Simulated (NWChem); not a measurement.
## How basis sets differ on CH4As (SMILES C[AsH])

CH4As has 6 atoms, charge 0, and is taken as a doublet. SMILES: `C[AsH]`. The coordinates come from a PBE0-D4/def2-TZVP relaxation.

Quantity: the dipole moment, in D. The values are calculated.

| level | kind | program | value (D) | CPU time |
| --- | --- | --- | --- | --- |
| UPBE/def2-SVP | GGA | NWChem | 1.06 | 17 s |
| UPBE/def2-SVPD | GGA | NWChem | 1.02 | 34 s |
| UPBE/def2-TZVP | GGA | NWChem | 1.04 | 54 s |
| UPBE/def2-TZVPD | GGA | NWChem | 1.05 | 77 s |

All-electron rows without a relativistic Hamiltonian named are non-relativistic. The values span 1.02 to 1.06 D. Magnitudes only. Times are those of the runs behind each value, whatever else they computed, on shared processors of several kinds: orders of magnitude only.

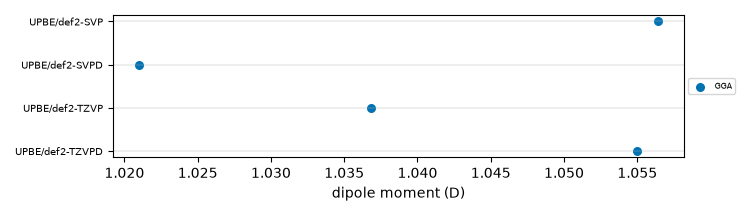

The values of the table, level by level.
